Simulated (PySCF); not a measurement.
Vertical excitations of a molecule C2H4F2OSi from TDDFT-PBE/def2-SVPD (PySCF 2.14.0), as energy in eV (oscillator strength): 3.12 (0.001), 5.44 (0.004), 5.62 (0.014), 5.92 (0.000), 6.03 (0.002), 6.19 (0.129), 6.56 (0.176), 6.79 (0.001), 6.86 (0.011), 6.96 (0.000). Lowest triplet (TDA): 2.46 eV. Geometry optimised at PBE-D3(BJ)/def2-SVP. The values are those of a single conformer.

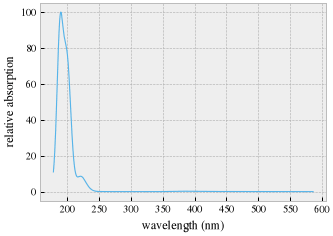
Figure: The lines broadened by 0.4 eV.

Which molecule gave these data?
(A) O=C([SiH3])C(F)F
(B) F/C=C\O[SiH2]F
(C) O=C[Si@@H](F)CF
(D) C[Si](F)(F)C=O

A, O=C([SiH3])C(F)F
